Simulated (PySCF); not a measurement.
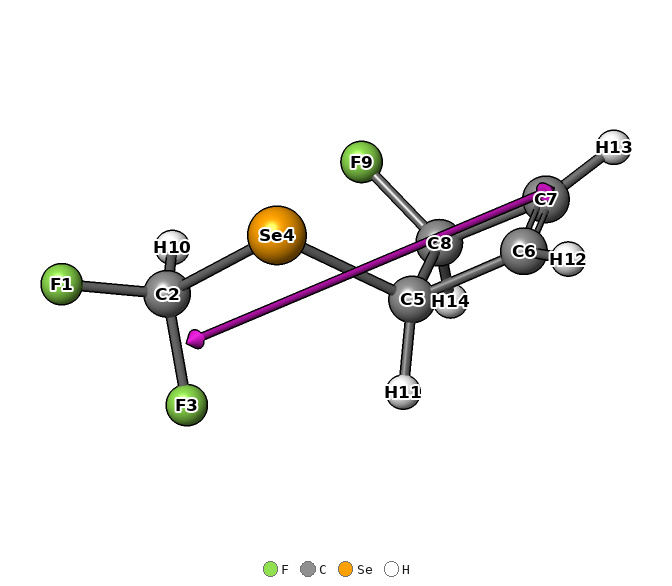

The double arrow shows the direction of the transition dipole to excited singlet state 6 (its length means nothing). Computed geometry: GFN2-xTB optimisation. No frequency run is at hand to confirm it as a minimum. Level of theory: TDDFT B3LYP/def2-SVPD, vertical, gas phase, core orbitals frozen in the response (PySCF 2.14.0).

Give its energy, strength and character.

6.51 eV (191 nm), oscillator strength 0.17, mainly HOMO−1 → LUMO (weight 0.69); transition dipole 2.65 D.

The geometry is semi-empirical. Around Se such bond lengths and angles can be off by a tenth of an ångström or more and by several degrees, and values that hang on the shape move with them.
